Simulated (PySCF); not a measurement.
The calculation's input:

```
{"job": {"kind": "nmr", "xc": "PBE0", "basis": "pcSseg-1"}, "charge": 0, "multiplicity": 1}
C     -2.569419     0.083258     0.264143
C     -1.161148    -0.305266     0.015156
C     -0.053783     0.492200    -0.101001
C      1.087256    -0.299508    -0.337278
C      2.477299     0.228808    -0.516508
F      2.998468    -0.084535    -1.711375
F      2.512783     1.568770    -0.426047
F      3.328763    -0.236272     0.408860
N      0.891082    -1.594763    -0.400358
S     -0.672154    -1.951763    -0.180792
H     -2.936716    -0.379186     1.179205
H     -3.206628    -0.248088    -0.554542
H     -2.650571     1.163008     0.358072
H     -0.045909     1.562864    -0.024677
```

Run with:

```sh
OMP_NUM_THREADS=1 python probes_run.py task.json out
```

Geometry: GFN2-xTB.

These are results of PySCF 2.14.0, PBE0/pcSseg-1, SCF density, gas phase, non-relativistic, not measurements.

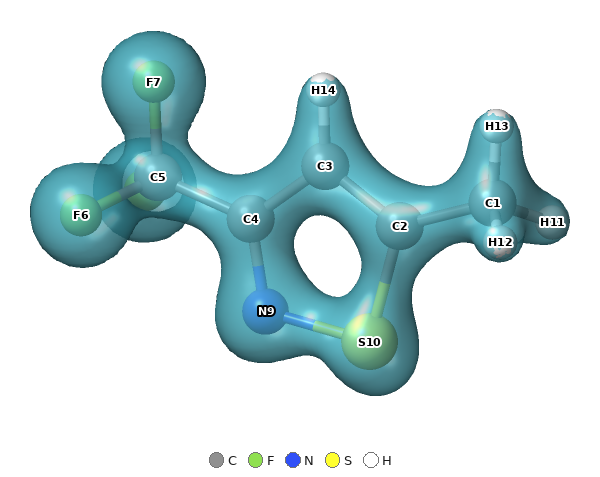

C$_{5}$H$_{4}$F$_{3}$NS. Isosurface of the total electron density at 1 e/Å³ (cyan), seen at a tilt.

Which contacts does the surface bridge?

At this value the surface is in one piece. It bridges the sampled C–N (1.31 Å), C–F (1.34 Å), C–C (1.37 Å) and S–N (1.62 Å) contacts, where the density stays above the isovalue. On the grid the lowest density along these lines, outside the cores, is 2.4 e/Å³ (C–N, 1.31 Å), 1.9 e/Å³ (C–F, 1.34 Å), 2.1 e/Å³ (C–C, 1.37 Å) and 1.5 e/Å³ (S–N, 1.62 Å).
